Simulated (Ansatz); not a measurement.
Consider RbTcF3 (cubic perovskite) (Pm-3m).

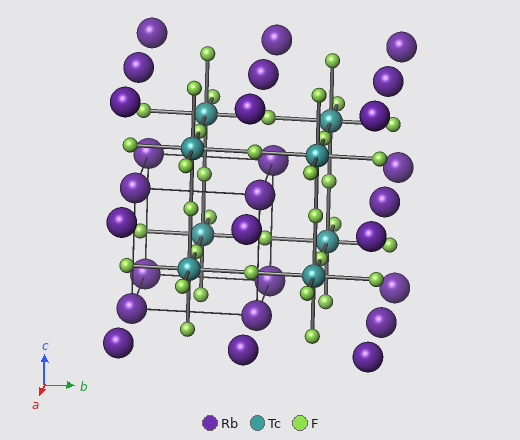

The structure (rubidium purple, technetium teal, fluorine green). 2×2×2 cells are drawn. Some periodic images of atoms are drawn too.

The structure was built from a prototype and need not be the compound's stable phase.

The structure is cubic, space group Pm-3m (No. 221). The conventional cell has a = 4.188 Å, b = 4.188 Å, c = 4.188 Å, α = 90.00°, β = 90.00°, γ = 90.00°. Rb has 12 F at 2.96 Å nearest. Nearest to Tc lie 6 F at 2.09 Å. Nearest to F lie 2 Tc at 2.09 Å and 4 Rb at 2.96 Å. Farther neighbours and most contacts between anions are not listed.

```cif
data_structure
_symmetry_space_group_name_H-M 'P 1'
_symmetry_Int_Tables_number 1
_cell_length_a 4.1883
_cell_length_b 4.1883
_cell_length_c 4.1883
_cell_angle_alpha 90.000
_cell_angle_beta 90.000
_cell_angle_gamma 90.000
_cell_volume 73.47
loop_
_atom_site_label
_atom_site_type_symbol
_atom_site_fract_x
_atom_site_fract_y
_atom_site_fract_z
_atom_site_occupancy
Rb1 Rb 0.00000 0.00000 0.00000 1
Tc2 Tc 0.50000 0.50000 0.50000 1
F3 F 0.50000 0.50000 0.00000 1
F4 F 0.50000 0.00000 0.50000 1
F5 F 0.00000 0.50000 0.50000 1
```

The structure was relaxed with PBEsol. The structure type comes from a generator and need not be one that this composition takes. The structure was generated from a model, not taken from a measurement. The runs that relaxed it are not among those shown. The program's search for lower electronic states was switched off, so nothing shows that the state found is the lowest. PAW set soft_2, made with PBE.

A constrained-RPA run (Ansatz 0.2.0; non-magnetic PBEsol; Tc d, bands v3 to c2, 4×4×4 mesh, medium accuracy) builds 5 functions on bands 4.8 eV wide, with 5.0 electrons in the window. The bare on-site interaction is 13.8 eV and the bare J 0.50 eV.

**Question.** What U and J survive the screening?

On the Tc d shell, U = 5.24 eV (38 % of the bare value), U′ = 4.47 eV, J = 0.38 eV.

The parent state is non-magnetic and the interaction static (zero frequency); U depends on the window and the orbitals, so it belongs to this model alone.

[Paths, hosts, dates, memory and timing lines, banners, echoed tables and standing remarks are left out of the program output.]

[Logs are printed without paths, hosts, clocks, repeated set-up lines and the standing remarks that a program may print on its own settings, such as how far it seeks lower states.]

[Runs of the session that timed out or met a known fault of the program may be left out.]

[Hosts, paths, dates, database ids (printed as entryN), source tags and the programs' standing remarks are cut or masked in the printed files.]
